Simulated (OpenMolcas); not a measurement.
# Run report: AsH3, excited-state calculation (part 1 of 2)

The run: excited-state calculation of AsH3, SMILES [AsH3]. Method and program: CASPT2/ANO-R1, sfX2C (OpenMolcas 26.06).

The geometry comes from this level: PBE0-D4/def2-TZVP.

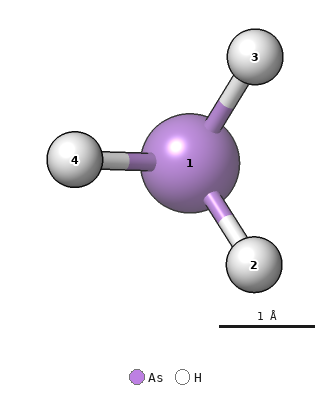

Figure 1. The structure as given in the input (ball-and-stick view, seen on its broad side; atoms are numbered from 1 in the order of the input). Bond lengths as drawn: As–H 1.52 Å.

Input:
```
&GATEWAY
  Coord=mol.xyz
  Basis=ANO-R1
  Group=NoSym
  RICD

&SEWARD

&RASSCF
  FileOrb=$CurrDir/step2.RasOrb
  Spin=1
  Nactel=8 0 0
  Inactive=14
  Ras2=7
  CIRoot=2 2 1
  OrbListing=Nothing

&CASPT2
  RMultistate=all
  IPEA=0.15
```

File mol.xyz:
```
4

As    -0.215800     0.487600    -0.346000
H      0.349900     0.630300     1.059400
H     -1.068000    -0.705500     0.061100
H      0.933900    -0.412500    -0.774500
```

Launched with:
```bash
export MOLCAS_MEM=1860
pymolcas step12.inp > step12.log
```

The program's output:
```
--- Start Module: gateway ---

                                              &GATEWAY

                       available to each process: 1.9 GB of memory, 1 thread

++    Symmetry information:
      ---------------------

                    Character Table for C1

                             E
                    a        1  x, y, xy, Rz, z, xz, Ry, yz, Rx, I
--

++    Basis set information:
      ----------------------

      Basis set label: AS.ANO-R...5S4P3D1F.

      Electronic valence basis set:
      ------------------
      Associated Effective Charge  33.000000 au
      Associated Actual Charge     33.000000 au
      Nuclear Model: Finite nucleus - Gaussian distribution
        Gaussian exponent, Xi/bohr**(-2):  2.50420E+08

      Shell  nPrim  nBasis  Cartesian Spherical Contaminant
         s      21       5        X
         p      15       4        X
         d       9       3                 X
         f       6       1                 X

      Basis set label: H.ANO-R...2S1P.

      Electronic valence basis set:
      ------------------
      Associated Effective Charge   1.000000 au
      Associated Actual Charge      1.000000 au
      Nuclear Model: Finite nucleus - Gaussian distribution
        Gaussian exponent, Xi/bohr**(-2):  2.12482E+09

      Shell  nPrim  nBasis  Cartesian Spherical Contaminant
         s       7       2        X
         p       4       1        X
--

++    Molecular structure info:
      -------------------------

                    ************************************************
                    **** Cartesian Coordinates / bohr, angstrom ****
                    ************************************************

     Center  Label                x              y              z                     x              y              z
        1      AS1             -0.407803       0.921430      -0.653845             -0.215800       0.487600      -0.346000
        2      H2               0.661215       1.191094       2.001976              0.349900       0.630300       1.059400
        3      H3              -2.018228      -1.333202       0.115462             -1.068000      -0.705500       0.061100
        4      H4               1.764815      -0.779512      -1.463593              0.933900      -0.412500      -0.774500

                    ***************************************
                    *    InterNuclear Distances / bohr    *
                    ***************************************

               1 AS1           2 H2            3 H3            4 H4
    1 AS1      0.000000
    2 H2       2.875570        0.000000
    3 H3       2.875529        4.136474        0.000000
    4 H4       2.875616        4.136592        4.136593        0.000000

                    *******************************************
                    *    InterNuclear Distances / angstrom    *
                    *******************************************

               1 AS1           2 H2            3 H3            4 H4
    1 AS1      0.000000
    2 H2       1.521686        0.000000
    3 H3       1.521665        2.188928        0.000000
    4 H4       1.521710        2.188990        2.188991        0.000000

                    **************************************
                    *    Valence Bond Angles / degree    *
                    **************************************
                          Atom centers                 Phi
                      2 H2       1 AS1      3 H3        91.99
                      2 H2       1 AS1      4 H4        91.99
                      3 H3       1 AS1      4 H4        91.99
--

            Nuclear Potential Energy             35.15317793 au

--- Stop Module: gateway /rc=_RC_ALL_IS_WELL_ ---
--- Module gateway spent 6 seconds ---

--- Start Module: seward ---

                                              &SEWARD

                       available to each process: 1.9 GB of memory, 1 thread

               SEWARD will generate:
                  Multipole Moment integrals up to order  2
                  Kinetic Energy integrals
                  Nuclear Attraction integrals (finite nuclei - Gaussian type)
                  One-Electron Hamiltonian integrals
                  Velocity integrals
                  Relativistic X2C integrals
                  Orbital angular momentum around ( -0.3867   0.8738  -0.6200 )
                  Velocity quadrupole around ( -0.3867   0.8738  -0.6200 )
                  Atomic mean-field integrals
                  RI decomposed two-electron repulsion integrals stored Cholesky style
                   - acCD auxiliary basis
                   - CD Threshold:   1.00E-04

                   Integrals are discarded if absolute value <: 1.00E-14
                   Integral cutoff threshold is set to       <: 1.00E-16

            Nuclear Potential Energy             35.15317793 au

      Basis set specifications :
      Symmetry species         a
      Basis functions           54

--- Stop Module: seward /rc=_RC_ALL_IS_WELL_ ---
--- Module seward spent 4 seconds ---

--- Start Module: rasscf ---

                                              &RASSCF

                       available to each process: 1.9 GB of memory, 1 thread

      Header of the ONEINT file:
      --------------------------

      OrdInt status: non-squared

      Cartesian coordinates in angstrom:
      -----------------------------------------------------
      No.  Label        X            Y            Z
      -----------------------------------------------------
       1   AS1       -0.21580000   0.48760000  -0.34600000
       2   H2         0.34990000   0.63030000   1.05940000
       3   H3        -1.06800000  -0.70550000   0.06110000
       4   H4         0.93390000  -0.41250000  -0.77450000
      -----------------------------------------------------
      Nuclear repulsion energy =   35.15317793

++    Wave function specifications:
      -----------------------------

      Number of closed shell electrons          28
      Number of electrons in active shells       8
      Max number of holes in RAS1 space          0
      Max nr of electrons in RAS3 space          0
      Number of inactive orbitals               14
      Number of active orbitals                  7
      Number of secondary orbitals              33
      Spin quantum number                      0.0
      State symmetry                             1
--

++    Orbital specifications:
      -----------------------

      Symmetry species                           1
                                                 a
      Frozen orbitals                            0
      Inactive orbitals                         14
      Active orbitals                            7
      RAS1 orbitals                              0
      RAS2 orbitals                              7
      RAS3 orbitals                              0
      Secondary orbitals                        33
      Deleted orbitals                           0
      Number of basis functions                 54
--

++    CI expansion specifications:
      ----------------------------

      Number of CSFs                           490
      Number of spin combinations              630
      Number of determinants                  1225
      Number of root(s) required                 2
      Root chosen for geometry opt.              2
      CI roots used                              1     2
      weights                                0.500 0.500
      highest root included in the CI            2
      max. size of the explicit Hamiltonian    200
--

++    Optimization specifications:
      ----------------------------

      RASSCF algorithm: LK RI/DF
      Maximum number of macro iterations       200
      Maximum number of SX iterations          100
      Threshold for RASSCF energy            1.000E-08
      Threshold for max MO rotation          1.000E-01
      Threshold for max BLB element          1.000E-04
      Level shift parameter                  5.000E-01
      Make Quasi-Newton update
--

      The MO-coefficients are taken from the file:
      step2.RasOrb
      Title: RASSCF average (pseudo-natural) orbitals

      Total molecular charge    0.00

      ************************************************************************************************************************
      *                                            Wave function control section                                             *
      ************************************************************************************************************************

                                         RASSCF iterations: Energy and convergence statistics
                                         ----------------------------------------------------

          iter iter root      energy       change     param      element    value   shift minimum  type update hh:mm:ss
 Nr of preliminary CI iterations:   4
      Total energies have been shifted. Add                -2000.00 au
        1   1   96    0  -260.64340271    0.00E+00   1.20E-01*  21  42 1  7.31E-02*  0.30   0.00    SX    NO    0:00:00
        2   4   36    0  -260.69148930   -4.81E-02* -5.64E-02   21  29 1  2.68E-02*  0.23   0.00    SX    NO    0:00:00
        3   3   20    0  -260.70129676   -9.81E-03*  3.42E-02   21  23 1  1.25E-02*  0.21   0.00    SX    NO    0:00:00
        4   3   20    0  -260.70372364   -2.43E-03* -2.17E-02   21  23 1  7.45E-03*  0.21   0.00    SX    NO    0:00:00
        5   3   20    0  -260.70448472   -7.61E-04* -2.76E-02   21  23 1  4.63E-03*  0.21   2.42    LS   YES    0:00:00
        6   4   20    0  -260.70488612   -4.01E-04*  9.96E-03   14  45 1  4.13E-03*  0.21   1.13    QN   YES    0:00:00
        7   3   18    0  -260.70497304   -8.69E-05*  1.32E-02   14  45 1 -1.93E-03*  0.21   1.64    QN   YES    0:00:00
        8   4   16    0  -260.70502487   -5.18E-05*  4.14E-03   13  50 1  5.47E-04*  0.20   1.19    QN   YES    0:00:00
        9   4   15    0  -260.70503308   -8.21E-06* -3.59E-03   14  45 1 -3.69E-04*  0.20   1.62    QN   YES    0:00:00
       10   4   15    0  -260.70503794   -4.86E-06* -2.81E-03   21  29 1  2.35E-04*  0.20   1.65    QN   YES    0:00:00
       11   5   13    0  -260.70504132   -3.38E-06*  4.79E-03   21  22 1 -2.64E-04*  0.20   1.95    QN   YES    0:00:00
       12   5   15    0  -260.70504578   -4.46E-06*  1.47E-02   21  22 1 -3.48E-04*  0.20   2.42    QN   YES    0:00:00
       13   5   18    0  -260.70505801   -1.22E-05*  6.64E-02   21  22 1 -5.81E-04*  0.20   2.38    QN   YES    0:00:00
       14   6   21    0  -260.70508027   -2.23E-05*  8.73E-03   21  29 1 -2.86E-03*  0.20   0.72    QN   YES    0:00:00
       15   5   20    0  -260.70512717   -4.69E-05*  5.41E-02   21  29 1 -2.27E-03*  0.20   2.50    QN   YES    0:00:00
       16   5   21    0  -260.70547253   -3.45E-04*  6.43E-02   21  29 1 -2.42E-03*  0.20   2.50    LS   YES    0:00:00
       17   5   23    0  -260.70602391   -5.51E-04*  7.37E-02   14  51 1  4.37E-03*  0.19   2.50    LS   YES    0:00:00
       18   5   23    0  -260.70678164   -7.58E-04* -1.63E-01*  14  51 1  7.27E-03*  0.18   2.50    QN   YES    0:00:00
       19   5   33    0  -260.70496885    1.81E-03* -6.87E-02   14  51 1  1.67E-02*  0.16   0.18    LS   YES    0:00:00
       20   4   26    0  -260.70645385   -1.49E-03*  4.04E-02   14  51 1  9.61E-03*  0.17   1.89    SX   YES    0:00:00
       21   4   24    0  -260.70795933   -1.51E-03*  4.98E-02   21  29 1 -4.67E-03*  0.16   2.50    LS   YES    0:00:00
       22   4   24    0  -260.70895297   -9.94E-04*  6.49E-02   14  51 1 -1.21E-02*  0.14   1.49    QN   YES    0:00:00
       23   5   27    0  -260.71017072   -1.22E-03*  2.30E-01*  14  51 1 -7.29E-03*  0.12   2.50    QN   YES    0:00:00
       24   5   36    0  -260.71414319   -3.97E-03*  3.16E-01*  10  49 1  8.88E-03*  0.05   2.17    QN   YES    0:00:00
       25   5   43    0  -260.71517033   -1.03E-03*  9.24E-02   16  22 1 -1.32E-02*  0.04   0.63    QN   YES    0:00:00
       26   5   35    0  -260.71720711   -2.04E-03*  3.10E-02   12  51 1 -1.62E-02*  0.02   1.51    QN   YES    0:00:00
       27   3   33    0  -260.71836867   -1.16E-03* -3.68E-02   19  33 1 -6.54E-03*  0.02   1.80    QN   YES    0:00:00
       28   4   33    0  -260.71904872   -6.80E-04* -1.53E-02   19  30 1 -3.32E-03*  0.03   1.44    LS   YES    0:00:00
       29   3   33    0  -260.71911836   -6.96E-05*  1.18E-02   16  22 1  2.89E-03*  0.03   1.06    QN   YES    0:00:00
       30   4   31    0  -260.71921813   -9.98E-05*  8.12E-03   19  30 1 -1.37E-03*  0.03   1.71    LS   YES    0:00:00
       31   3   30    0  -260.71924044   -2.23E-05*  8.65E-03   13  50 1  2.16E-03*  0.03   1.08    QN   YES    0:00:00
       32   4   29    0  -260.71925967   -1.92E-05* -1.07E-02   19  30 1 -5.42E-04*  0.02   1.65    QN   YES    0:00:00
       33   4   23    0  -260.71926968   -1.00E-05*  3.88E-03   13  50 1 -6.23E-04*  0.02   1.30    QN   YES    0:00:00
       34   4   22    0  -260.71927240   -2.73E-06*  1.91E-03   16  23 1 -2.25E-04*  0.02   1.47    QN   YES    0:00:00
       35   4   21    0  -260.71927368   -1.27E-06* -8.85E-04   19  41 1  1.27E-04*  0.02   1.41    QN   YES    0:00:00
       36   4   21    0  -260.71927425   -5.78E-07* -9.37E-04   18  22 1 -8.17E-05   0.02   1.64    QN   YES    0:00:00
       37   4   19    0  -260.71927460   -3.50E-07*  4.66E-04   13  50 1  7.04E-05   0.02   1.54    QN   YES    0:00:00
       38   4   18    0  -260.71927474   -1.38E-07*  3.16E-04   12  51 1  2.70E-05   0.02   1.46    QN   YES    0:00:00
       39   3   17    0  -260.71927478   -4.13E-08*  1.82E-04   16  22 1 -1.43E-05   0.02   1.72    QN   YES    0:00:00
       40   3   15    0  -260.71927479   -9.68E-09  -1.09E-04   13  50 1 -8.59E-06   0.02   2.50    QN   YES    0:00:00
      Convergence after 40 iterations
       41   1   15    0  -260.71927479   -1.72E-09  -1.09E-04   13  50 1 -3.60E-06   0.02   2.50    QN   YES    0:00:00

      ************************************************************************************************************************
                                                      Wave function printout:
                       occupation of active orbitals, and spin coupling of open shells (u,d: Spin up or down)
      ************************************************************************************************************************

      Note: transformation to natural orbitals
      has been made, which may change the order of the CSFs.

      printout of CI-coefficients larger than  0.05 for root  1
      energy=   -2260.841952
      conf/sym  1111111     Coeff  Weight
             1  2222000   0.98431 0.96887
            23  22ud0ud   0.06727 0.00452
            74  2202020  -0.07636 0.00583
            99  2ud20ud   0.07912 0.00626

      printout of CI-coefficients larger than  0.05 for root  2
      energy=   -2260.596597
      conf/sym  1111111     Coeff  Weight
             2  222ud00   0.98135 0.96306
            75  220ud20  -0.07964 0.00634
            92  2ud2ud0   0.06748 0.00455
           100  2ududud   0.08330 0.00694

      Natural orbitals and occupation numbers for root  1
      sym 1:   1.999546   1.974699   1.969860   1.996454   0.000832   0.032671   0.025938

      Natural orbitals and occupation numbers for root  2
      sym 1:   1.997439   1.978203   1.961423   1.006354   0.999400   0.033357   0.023824

      ************************************************************************************************************************
      *                                                    Final results                                                     *
      ************************************************************************************************************************

++    Final optimization conditions:
      ------------------------------

      Average CI energy                           -2260.71927479
      RASSCF energy for state  2                  -2260.59659714
      Super-CI energy                                -0.00000000
      RASSCF energy change                            0.00000000
      Max change in MO coefficients               1.294E-04
      Max non-diagonal density matrix element    -1.091E-04
      Maximum BLB matrix element                 -3.602E-06
      (orbital pair  13,  50 in symmetry   1)
      Norm of electronic gradient            1.193E-01
--

      Final state energy(ies):
      ------------------------

::    RASSCF root number  1 Total energy:  -2260.84195245
::    RASSCF root number  2 Total energy:  -2260.59659714
      Von Neumann Entropy (Root   1) =  0.22553

      Mulliken population analysis for root number:  1
      -----------------------------------------------

++    Molecular charges:
      ------------------

      Mulliken charges per centre
      ---------------------------

                AS1     H2      H3      H4
      Total   33.0431  0.9943  0.9684  0.9943

      N-E     -0.0431  0.0057  0.0316  0.0057

      Total electronic charge=   36.000000

      Total            charge=   -0.000000
--

      Expectation values of various properties for root number:  1
      -----------------------------------------------------------

++    Molecular properties:
      ---------------------
```
